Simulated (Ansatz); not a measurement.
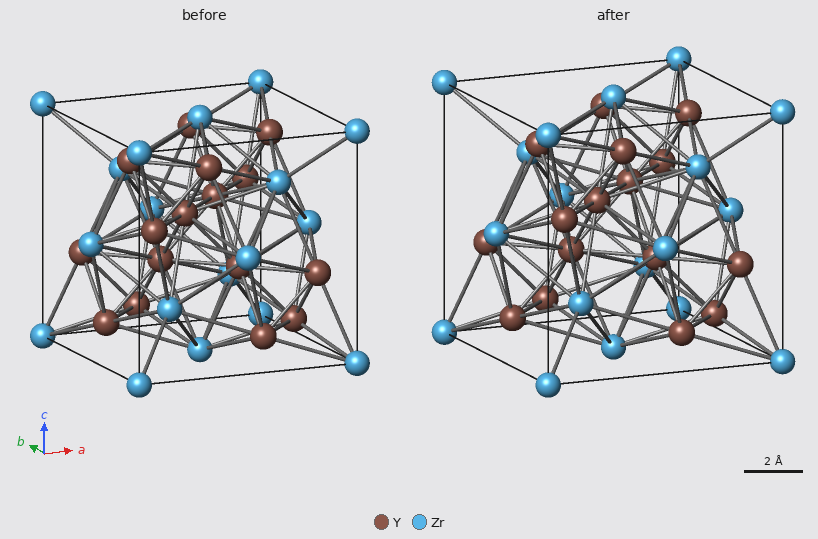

The structure of crystalline Y$_{2}$Zr (built on the cubic Laves (C15)_227 type) (coarse preliminary run) before (left) and after (right) a relaxation, at one scale.

A ball-and-stick model of the conventional cell (4 times the calculation's cell), seen slightly off an axis. Lengths and directions refer to the drawn axes.

Case: cubic Laves (C15) type (Fd-3m, No. 227).

The calculation used DFT PBE, scalar-relativistic, plane waves, PAW in Ansatz. (plane-wave cutoff 420 eV; k-point mesh 4 × 4 × 4; occupations gaussian; smearing width 0.1 eV; no spin polarisation; cell and atoms relaxed; force threshold 0.04 eV/Å; at most 70 steps)

What changed between the two?

After 3 accepted moves (4 points after the start) the energy has fallen by 1.424 eV per cell of the calculation. All forces vanish by symmetry, so only the cell relaxes. Pressure: 15.21 GPa at the start and 0.08 GPa at the end. At 1 point the geometry stayed and the basis and grid were re-selected for the new cell (energy shift of 1.8 meV per cell of the calculation at most each time). No atom moves by more than 0.005 Å relative to the cell. The drawn cell changes as follows: a = b = c 8.254 → 8.878 Å (+7.6 %); the volume changes by +24.4 %. Near-neighbour distances that change, for instance: Zr–Zr 3.574 → 3.844 Å, Y–Zr 3.422 → 3.681 Å, Y–Y 2.918 → 3.139 Å. The space group stays Fd-3m (No. 227).
